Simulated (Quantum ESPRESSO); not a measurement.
Band structure of Ti₃O₈ (P-4m2, 11 atoms in the cell).

```
Ti3O8
1.0
    3.78238     0.00000     0.00000
    0.00000     3.78238     0.00000
    0.00000     0.00000     9.61863
Ti O
3 8
Direct
  0.00000   0.00000   0.50000
  0.00000   0.50000   0.24010
  0.50000   0.00000   0.75990
  0.00000   0.50000   0.03753
  0.50000   0.00000   0.96247
  0.50000   0.00000   0.54214
  0.00000   0.50000   0.45786
  0.00000   0.00000   0.28950
  0.00000   0.00000   0.71050
  0.50000   0.50000   0.79147
  0.50000   0.50000   0.20853
```

Method: PBEsol, PseudoDojo standard norm-conserving (PBESOL) pseudopotentials (plane waves; Quantum ESPRESSO).

Settings: ecutwfc = 85 Ry; occupations = smearing; smearing = gauss; degauss = 0.0073499 Ry; potentials = {Ti: Ti.upf, O: O.upf}; K_POINTS = automatic 3 3 1 0 0 0; conv_thr = 1e-10 Ry; mixing_beta = 0.7.

The starting cell comes from a database of computed structures (which also holds hypothetical and non-ambient phases and stackings), without a prior relaxation at this level. Spin polarisation is off, so a magnetic state, if there is one, cannot be reached.

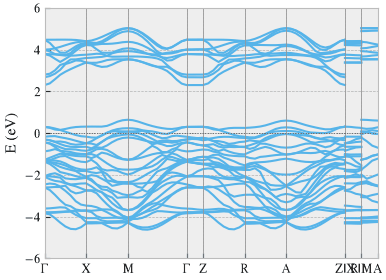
Figure: Bands along the path, energies from the Fermi level.

Levels in eV from the Fermi level, bands 39 to 46:
| point | 39 | 40 | 41 | 42 | 43 | 44 | 45 | 46 |
|---|---|---|---|---|---|---|---|---|
| Γ | -0.44 | -0.30 | -0.30 | -0.17 | 0.30 | 0.30 | 2.31 | 2.68 |
| X | -0.84 | -0.65 | -0.49 | -0.48 | -0.17 | 0.31 | 3.38 | 3.39 |
| M | -0.21 | -0.06 | 0.08 | 0.08 | 0.24 | 0.64 | 3.54 | 3.54 |
| Z | -0.58 | -0.34 | -0.22 | -0.22 | 0.31 | 0.31 | 2.31 | 2.68 |
| R | -0.66 | -0.65 | -0.40 | -0.23 | -0.17 | 0.25 | 3.38 | 3.39 |
| A | -0.69 | -0.04 | -0.04 | 0.10 | 0.28 | 0.60 | 3.54 | 3.54 |

Bands cross the Fermi level along this path, so the cell is metallic at this level.
